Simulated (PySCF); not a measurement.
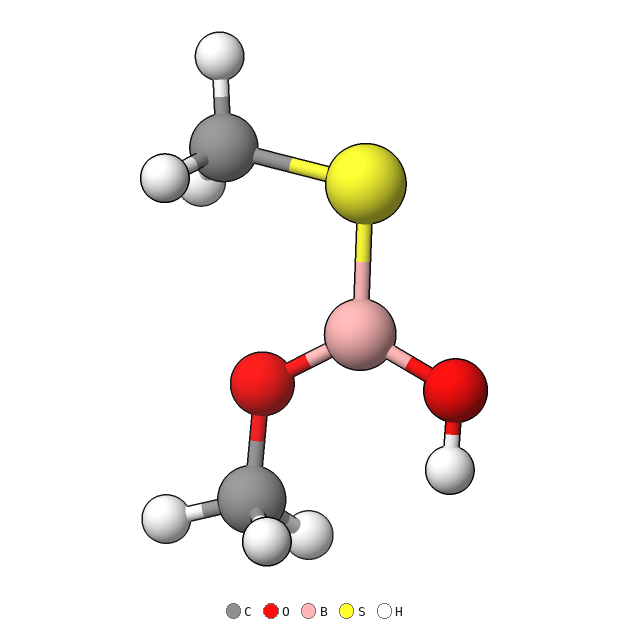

The picture shows a molecular structure as a ball-and-stick model.

Give the formula.

C2H7BO2S, 13 atoms: 2 carbon, 7 hydrogen, 1 boron, 2 oxygen and 1 sulfur.

Count the bonded pairs by element.

6 C–H, 2 B–O, 1 C–O, 1 B–S, 1 C–S, 1 O–H.

The parts below concern this one geometry. Atoms keep their numbers from picture to picture. The computed structure is the end point of a PBE0-D3(BJ)/def2-SVP optimisation. No frequency run is at hand to confirm it as a minimum.

**Shape**

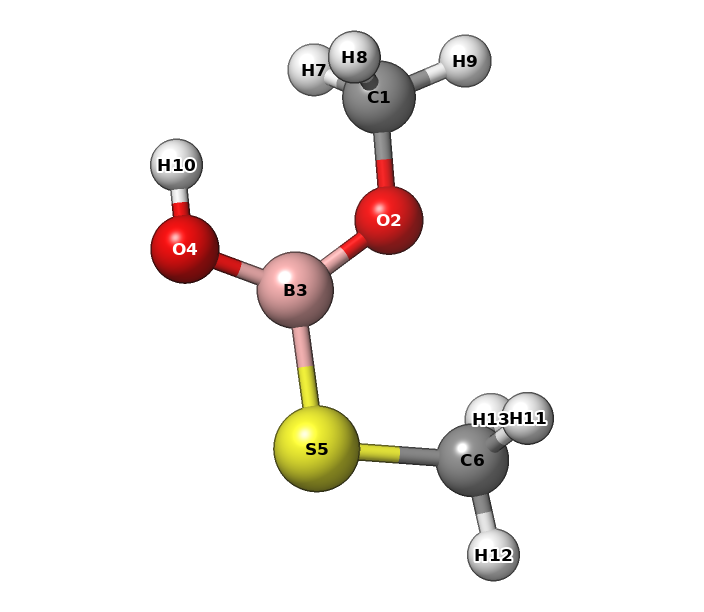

Atoms carry their numbers in the input. No frequency run is at hand to confirm it as a minimum.

What is the geometry at C6?

C6 has 4 neighbours (S5 at 1.82, H11 at 1.10, H12 at 1.10, H13 at 1.10 Å); the arrangement is tetrahedral.

What is the geometry at S5?

S5 has 2 neighbours (B3 at 1.82, C6 at 1.82 Å); the arrangement is bent.

Describe the coordination of atom 4.

O4 has 2 neighbours (B3 at 1.36, H10 at 0.96 Å); the arrangement is bent.

What is the geometry at O2?

O2 has 2 neighbours (C1 at 1.40, B3 at 1.36 Å); the arrangement is bent.

What is the dihedral angle C1–O2–B3–O4?

0° in size, that is syn (eclipsed).

**NMR shielding**

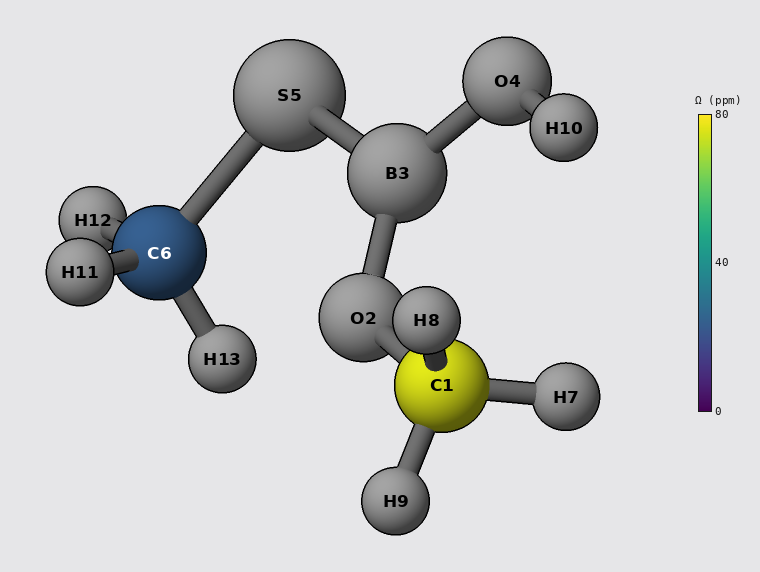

The C atoms are coloured by the span of their shielding tensor. No frequency run is at hand to confirm it as a minimum. Method: GIAO PBE0/cc-pVTZ NMR shielding, non-relativistic, gas phase (PySCF 2.14.0). Principal shieldings σ11 ≤ σ22 ≤ σ33, span Ω = σ33 − σ11, skew κ = 3(σiso − σ22)/Ω.

Which C atom has the most anisotropic shielding?

C1, with a span of 76 ppm.

Give the shielding tensors of the C atoms.

```
atom    σ11    σ22    σ33   σiso     Ω     κ
  C1  110.9  118.5  186.8  138.7  75.9  0.80
  C6  165.0  168.9  188.7  174.2  23.7  0.67
```

Shieldings and span in ppm.

**Dipole moment**

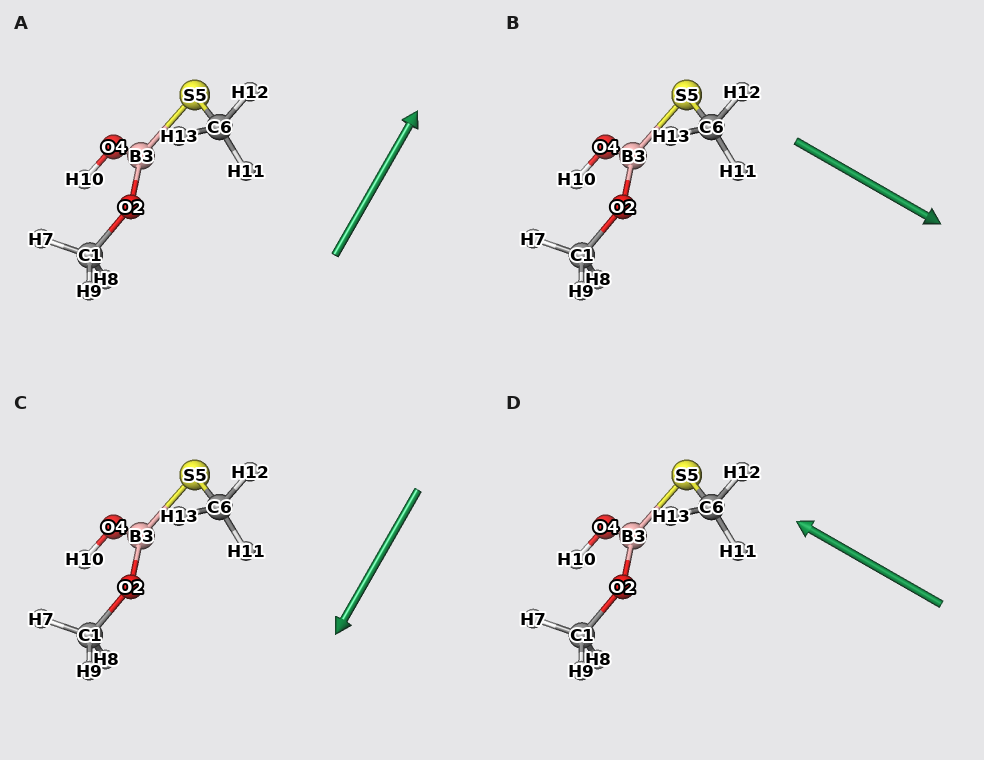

The same molecule four times, each with an arrow. No frequency run is at hand to confirm it as a minimum. Level of theory: PBE0/def2-SVP, gas phase (PySCF 2.14.0).

Which arrow points along the dipole moment, from the negative to the positive end?

C. The dipole moment is 3.70 D; it points from the side of H12 to the side of H9 (the outermost atoms at the two ends).

**Quadrupole coupling**

No frequency run is at hand to confirm it as a minimum. Electric field gradients from the ground-state density, PBE0/pcSseg-0 (PySCF 2.14.0), non-relativistic apart from any core potentials.

Give the largest field-gradient component, the quadrupole coupling constant and the asymmetry for 17O at O2 (Q = −25.6 mb), 11B at B3 (Q = 40.59 mb), 17O at O4 (Q = −25.6 mb), 33S at S5 (Q = −67.81 mb).

```
atom  V_zz (a.u.)  e²qQ/h (MHz)     η
  O2        1.851        −11.13  0.20
  B3        0.182          1.73  0.60
  O4        1.616         −9.72  0.33
  S5        2.107         −33.6  0.93
```

**Polarisability**

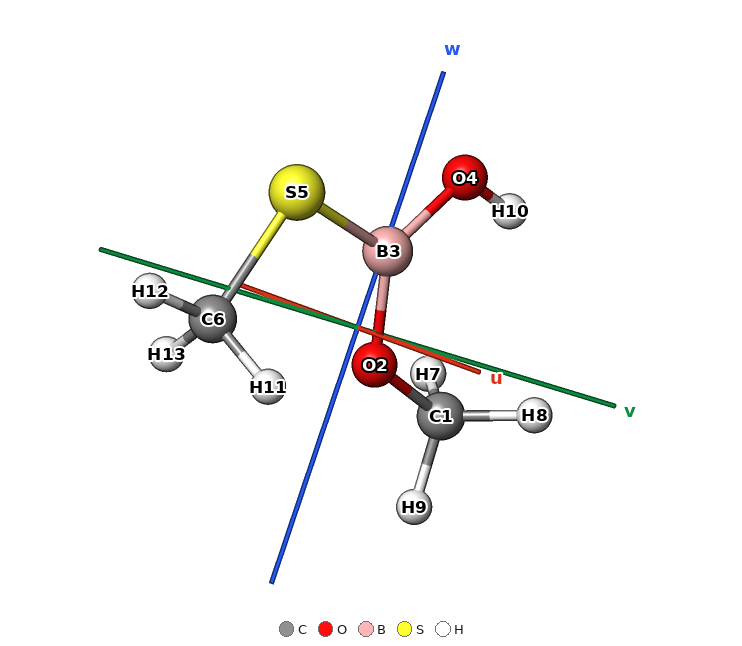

The lines u, v and w are the principal axes of the static dipole polarisability. No frequency run is at hand to confirm it as a minimum. Method: ωB97X-D/def2-SVPD (PySCF 2.14.0).

Along which axis is the molecule most polarisable, and along which least?

Most along v (close to the long direction C1···C6), least along u.

Give the three principal values.

u 53.8, v 81.3, w 69.0 bohr³; mean 68.0, anisotropy 23.9 bohr³.
